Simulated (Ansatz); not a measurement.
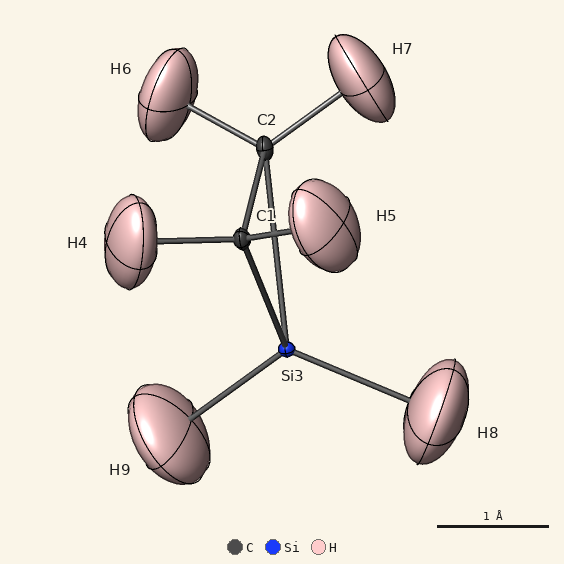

Displacement ellipsoids at the 50 % level, enlarged 2 times, from the internal vibrations of the free molecule (harmonic, no overall translation or rotation; no half-axis is drawn under 0.075 Å). Vibrations computed with RKS PBE0-D4/def2-TZVP (Ansatz 0.2.0). Temperature: 298 K.

Question: Which atom moves most?

Answer: H8, H9, with U_eq = 0.0210 Å².

Question: Does H9 move more along its bond or across it?

Answer: Across it: the root-mean-square amplitude is 0.086 Å along the bond and up to 0.175 Å across, since bending and torsion are softer than stretching.

List U_eq and the three principal root-mean-square amplitudes for each kind of atom.

```tsv
atom	U_eq (Å²)	rms amplitudes (Å)
C1, C2	0.00092	0.021, 0.031, 0.037
Si3	0.00028	0.012, 0.015, 0.021
H4, H5, H6, H7	0.0143	0.074, 0.123, 0.150
H8, H9	0.0210	0.085, 0.158, 0.175
```
